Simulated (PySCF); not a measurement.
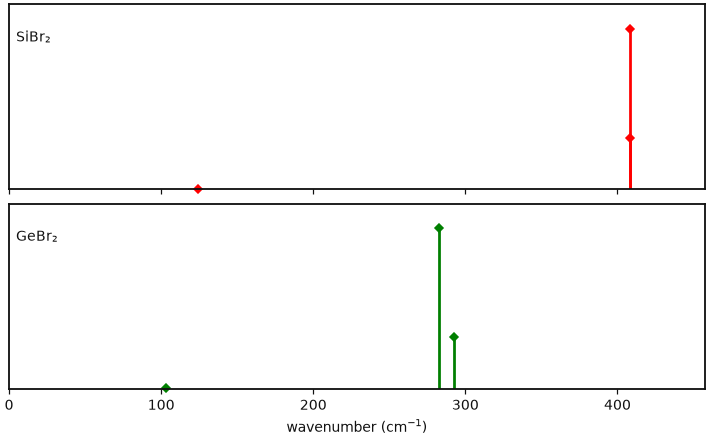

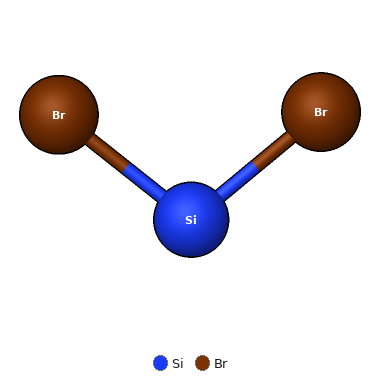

Harmonic infrared lines of SiBr₂ and GeBr₂, all C2v singlets, each the lowest point that its search found (SiBr₂ is drawn); the central atom changes down one group of the periodic table. PBE0/def2-TZVP, PySCF, unscaled, no spin-orbit coupling; each panel is scaled to its strongest line, degenerate modes are one line with their intensities summed, and dots on the axis are modes too weak to show or inactive.

Q: How do the bond length and the stretches change along the series?

A: Mean bond length: SiBr₂ 2.249, GeBr₂ 2.342 Å, rising down the group. Highest a1 mode: SiBr₂ 408, GeBr₂ 292 cm⁻¹, falling down the group.

Limits of at least one run: no scalar relativity.
